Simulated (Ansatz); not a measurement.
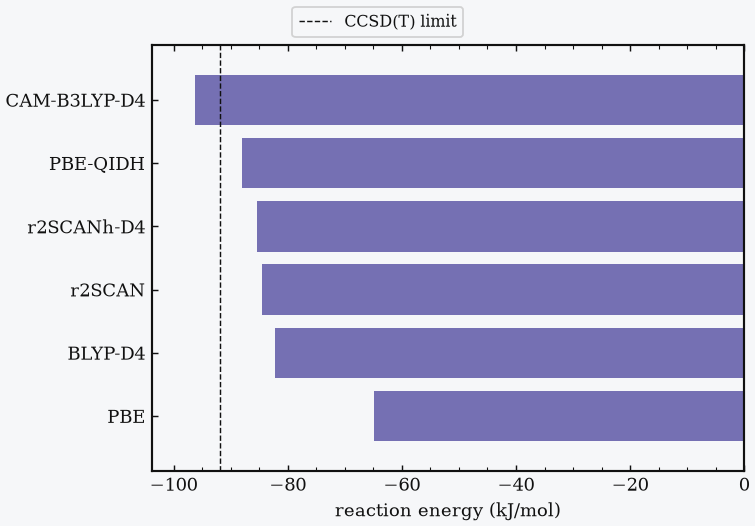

Electronic reaction energy of Si₂H₅OBr (O[SiH2][SiH2]Br) + BH₃O (BO) → BSiH₄OBr (BO[SiH2]Br) + SiH₄O (O[SiH3]) (SMILES in brackets) at several levels (functionals in def2-TZVPP unless a basis is named), isolated molecules at PBE0-D4 triple-zeta geometries, minima by their frequencies, no zero-point or thermal terms, the Ansatz code. The line is frozen-core CCSD(T) at the basis limit (MP2 extrapolated from triple and quadruple zeta, plus CCSD(T) less MP2 in a smaller set). PBE-QIDH holds a correlation term that converges slowly with the basis, so part of the distance to the limit is basis error. No dispersion term is added to PBE-QIDH, r2SCAN and PBE.

What do zero-point energy and temperature add?

Answer. Zero-point change −6.0 kJ/mol; at 298.15 K and 1 bar the CCSD(T) limit plus thermal terms gives an enthalpy of reaction of −98.4 and a free energy of −99.4 kJ/mol (harmonic PBE0-D4 modes, ideal gas).

Which level comes closest to the line (CCSD(T) limit), and which misses most?

Answer. Closest PBE-QIDH (−87.9 kJ/mol), against −91.8 kJ/mol; farthest PBE (−64.9 kJ/mol).

Note: no scalar relativity up to krypton; outer-core shells are correlated without core-valence functions, which makes the correlated values less sure; one conformer of each flexible molecule.
